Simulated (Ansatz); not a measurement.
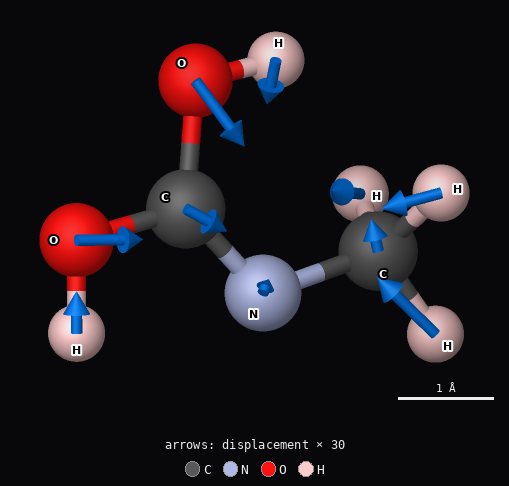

A relaxation of C₂H₅NO₂. The starting structure is drawn; blue arrows show the displacements, magnified 30 times. The two geometries are superimposed by the best rigid fit.

The picture is a ball-and-stick view, seen at a tilt.

The start comes from PBE-D4/def2-SVP.

The calculation used RKS PBE0-D4/def2-TZVP (Ansatz). (force threshold 0.005 eV/Å; at most 150 steps)

Describe the change and its energy.

Answer. After 5 geometry steps the energy has fallen by 0.051 eV. Largest force component: 0.84 eV/Å at the start, 0.0021 eV/Å at the end. The largest move after the best rigid fit is that of an H atom, 0.030 Å. Largest moves by element: H 0.030 Å, O 0.029 Å, C 0.018 Å, N 0.006 Å. Some distances before and after: C–H 1.119 → 1.100 Å, C–H 1.108 → 1.090 Å, C–N 1.280 → 1.262 Å, C–O 1.353 → 1.338 Å. The run took 16 s on 4 threads of Arm Neoverse V1, with other jobs on the host.
